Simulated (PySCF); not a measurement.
C9H8F2Si: NMR shielding calculation

The run: NMR shielding calculation of C9H8F2Si, SMILES FC(F)c1cccc2c1C=C[SiH2]2. Method and program: GIAO PBE0/pcSseg-1 NMR shielding, non-relativistic, gas phase (PySCF 2.14.0).

The geometry comes from this level: PBE0-D3(BJ)/def2-SVP. It belongs to a series of runs on one base structure; here: H on C replaced by CHF2. Figures and captions count atoms from 1; the log counts them from 0 in places.

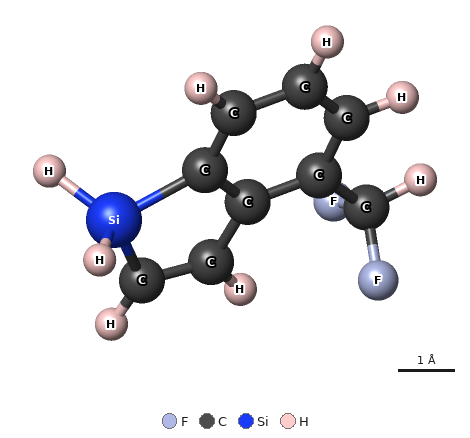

The structure (ball-and-stick view, seen at a tilt).

## Results in brief

| quantity | value |
| --- | --- |
| outcome | converged |
| total energy | −836.149981 hartree |
| HOMO | −6.90 eV |
| LUMO | −1.71 eV |
| dipole moment | 2.01 D |
| isotropic shielding, F | 289.3 to 289.8 ppm |
| isotropic shielding, C | 23.3 to 63.4 ppm |
| isotropic shielding, Si | 392.1 ppm |
| isotropic shielding, H | 22.9 to 26.4 ppm |
| hardware | 1 CPU thread, shared host |
| wall time | 56 s |
| peak memory | 1.3 GiB |

## The input
```
{"job": {"kind": "nmr", "xc": "PBE0", "basis": "pcSseg-1"}, "charge": 0, "multiplicity": 1}
F     -2.173206    -1.697507    -1.460768
C     -2.381210    -0.982043    -0.328736
F     -2.401982    -1.872293     0.693424
C     -1.302843     0.041760    -0.133401
C     -1.651597     1.392997    -0.070386
C     -0.683174     2.377761     0.105455
C      0.660918     2.015195     0.222068
C      1.030234     0.674875     0.163093
C      0.046746    -0.325098    -0.016080
C      0.564700    -1.708895    -0.061023
C      1.897571    -1.877580     0.070315
Si     2.693703    -0.198623     0.274299
H     -3.379268    -0.515317    -0.396866
H     -2.703598     1.677851    -0.162368
H     -0.976215     3.428835     0.151807
H      1.417469     2.792572     0.360250
H     -0.133341    -2.538921    -0.195517
H      2.351055    -2.870644     0.049481
H      3.635192     0.178584    -0.824028
H      3.393277     0.006870     1.579164
```

The first line tells a small driver script what to run in PySCF; the rest is the geometry in Å.

Launched with:
```bash
OMP_NUM_THREADS=1 python <driver script> task.json out
```

## The program's output
```
coarse grid: 18536 points
cycle   1  E = -835.9609271602  dE =  2.002e+00  |g| = 7.419e-01  |ddm| = 4.689e+00
cycle   2  E = -835.8752948131  dE =  8.563e-02  |g| = 1.047e+00  |ddm| = 1.471e+00
cycle   3  E = -836.0627952748  dE = -1.875e-01  |g| = 1.096e-01  |ddm| = 8.533e-01
cycle   4  E = -836.0648455049  dE = -2.050e-03  |g| = 6.377e-02  |ddm| = 1.905e-01
cycle   5  E = -836.0659227845  dE = -1.077e-03  |g| = 1.678e-02  |ddm| = 8.393e-02
cycle   6  E = -836.0659878075  dE = -6.502e-05  |g| = 3.898e-03  |ddm| = 1.877e-02
cycle   7  E = -836.0659910288  dE = -3.221e-06  |g| = 1.293e-03  |ddm| = 4.257e-03
final grid: 178984 points
cycle   8  E = -836.1499652219  dE = -5.873e-05  |g| = 7.943e-03  |ddm| = 7.178e-02
cycle   9  E = -836.1499591010  dE =  6.121e-06  |g| = 9.926e-03  |ddm| = 2.021e-02
cycle  10  E = -836.1499806245  dE = -2.152e-05  |g| = 1.201e-03  |ddm| = 1.032e-02
cycle  11  E = -836.1499808777  dE = -2.532e-07  |g| = 4.657e-04  |ddm| = 1.699e-03
cycle  12  E = -836.1499809314  dE = -5.372e-08  |g| = 1.647e-04  |ddm| = 6.997e-04
cycle  13  E = -836.1499809377  dE = -6.259e-09  |g| = 3.467e-05  |ddm| = 1.739e-04
cycle  14  E = -836.1499809379  dE = -2.563e-10  |g| = 1.164e-05  |ddm| = 4.559e-05
```

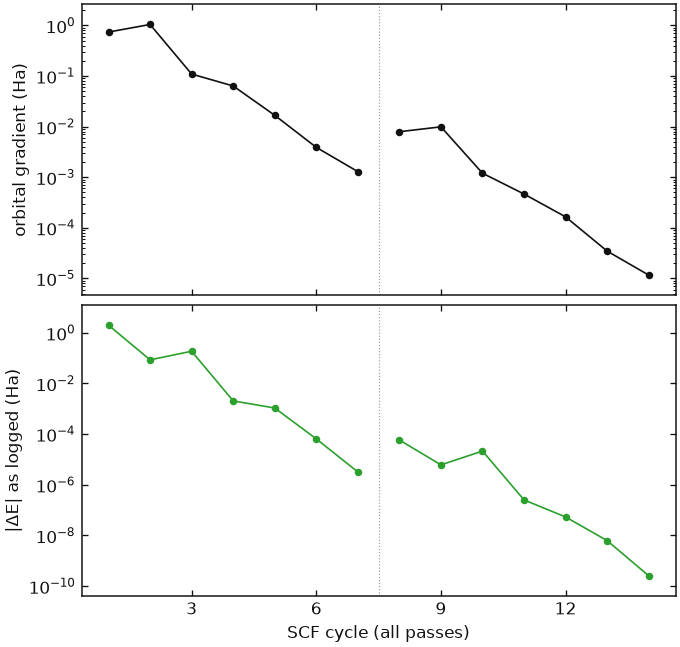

Convergence of the self-consistent field: orbital gradient and size of the energy change against the SCF cycle. The dotted line marks the change from a coarse to the final integration grid. The first 7 cycles use a coarse grid, the final grid takes over at cycle 8, and the field converges after 14 cycles in all.

```
converged SCF energy = -836.1499809379

GIAO shielding tensors (ppm)
atom      isotropic    diamagn.    paramagn.     s11        s22        s33       span
  0 F      289.266     475.331    -186.065    193.462    312.209    362.129    168.667
  1 C       63.401     235.804    -172.402     54.318     66.413     69.473     15.155
  2 F      289.757     475.276    -185.519    193.759    313.245    362.266    168.507
  3 C       49.364     263.602    -214.238    -34.660     20.129    162.624    197.283
  4 C       49.633     252.652    -203.020    -55.627     38.021    166.505    222.132
  5 C       52.555     255.084    -202.529    -55.961     40.320    173.308    229.269
  6 C       43.224     252.894    -209.670    -69.750     26.856    172.567    242.317
  7 C       44.117     257.586    -213.469    -42.760     -3.712    178.822    221.582
  8 C       30.077     254.519    -224.443    -64.888      3.614    151.505    216.393
  9 C       23.331     249.970    -226.639    -98.673     33.280    135.387    234.060
 10 C       50.336     262.360    -212.024    -61.412     44.739    167.681    229.093
 11 Si     392.132     882.489    -490.357    323.771    393.941    458.685    134.914
 12 H       24.865      27.681      -2.816     22.075     23.818     28.704      6.628
 13 H       24.007      31.819      -7.811     20.629     23.604     27.789      7.160
 14 H       23.893      29.706      -5.813     20.467     24.604     26.608      6.141
 15 H       23.414      30.499      -7.085     19.272     23.521     27.451      8.179
 16 H       22.948      31.365      -8.417     19.158     19.881     29.805     10.647
 17 H       24.679      29.150      -4.472     23.632     23.751     26.653      3.021
 18 H       26.366      28.195      -1.829     22.945     24.471     31.681      8.735
 19 H       26.367      28.189      -1.822     22.924     24.482     31.695      8.771
```

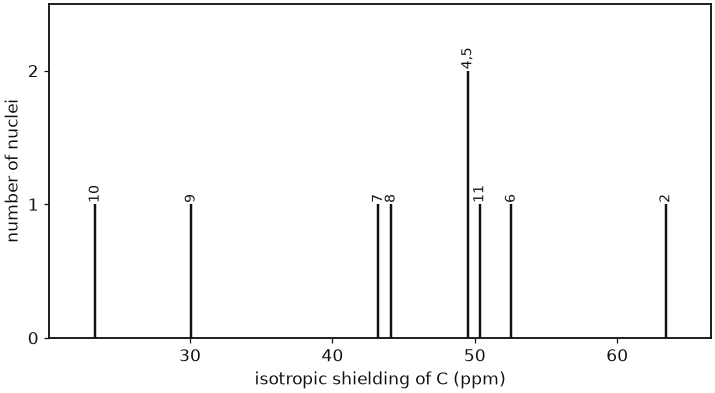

Isotropic shieldings of the carbon nuclei in this fixed geometry, labelled by atom number; shielding grows to the right, so chemical shift grows to the left. The least shielded is C10 (23.3 ppm), the most shielded C2 (63.4 ppm).

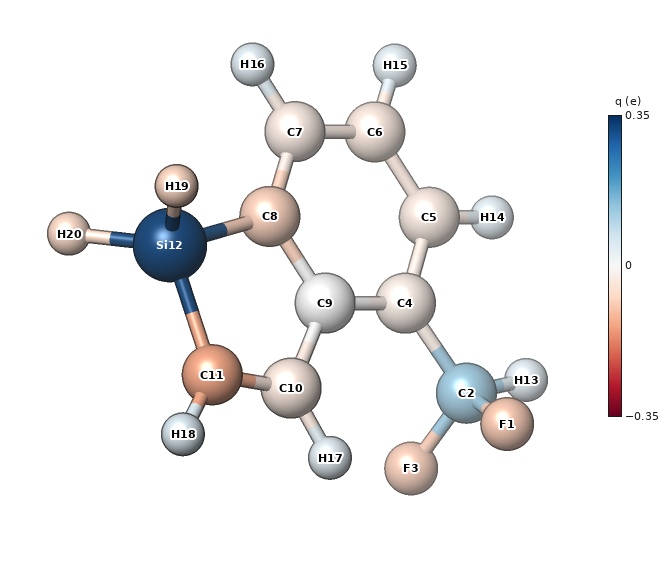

Hirshfeld charges, as the colour of each atom (ball-and-stick view, seen at a tilt; atoms are numbered from 1 in the order of the input). By element: F −0.10, C −0.14 to +0.15, Si +0.33 and H −0.07 to +0.05 e.
